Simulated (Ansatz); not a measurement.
The structure below was relaxed with r2SCAN+rVV10 (Ansatz, an electronic-structure program, PAW, spin-orbit coupling left out), earlier PAW set.

```
Ru
1.0
    2.48447     0.00000     0.00000
    0.00000     2.48447     0.00000
    0.00000     0.00000     2.48447
Ru
1
Direct
  0.50000   0.50000   0.50000
```

Task: Find the space group and the Wyckoff positions.

Result: Space group Pm-3m (No. 221); a = b = c = 2.484 Å, α = β = γ = 90.00°

```csv
atom,site,symmetry,x,y,z
Ru,1b,m-3m,0.5000,0.5000,0.5000
```

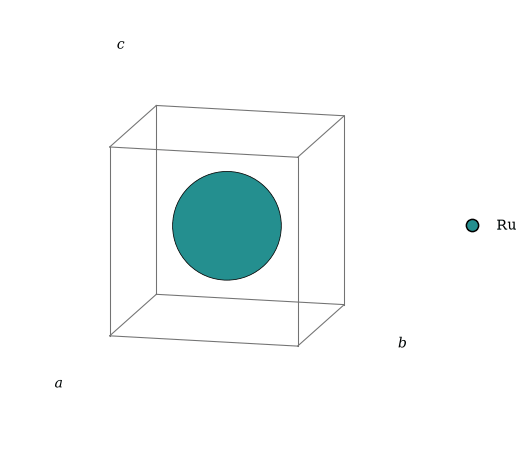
Figure: The conventional cell

Whether these cells are dynamically stable was not tested. All final runs are without spin polarisation. The cell was made from As by this change: As → Ru; the result is a hypothetical phase, not in the database extracts checked.
